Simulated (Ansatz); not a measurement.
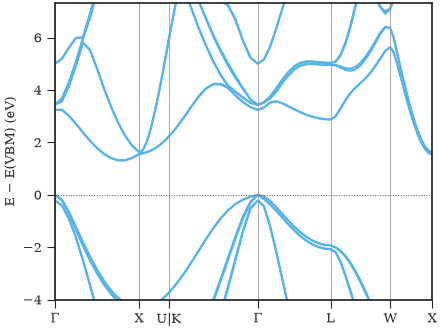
*Band structure from the program Ansatz at the r²SCAN with spin–orbit coupling level (PAW)*

### Question
Read off the gap and where the band edges lie.

### Answer
About 1.3 eV (1.31 eV by a search for the band edges); maximum at Γ, minimum on the Γ–X line, 79 % of the way from Γ.

The material is BAs (zinc blende, F-43m).

The r²SCAN relaxation kept the symmetry of its start; phonons on a q-mesh show no instability.

Potentials: the earlier of the program's two PAW sets.
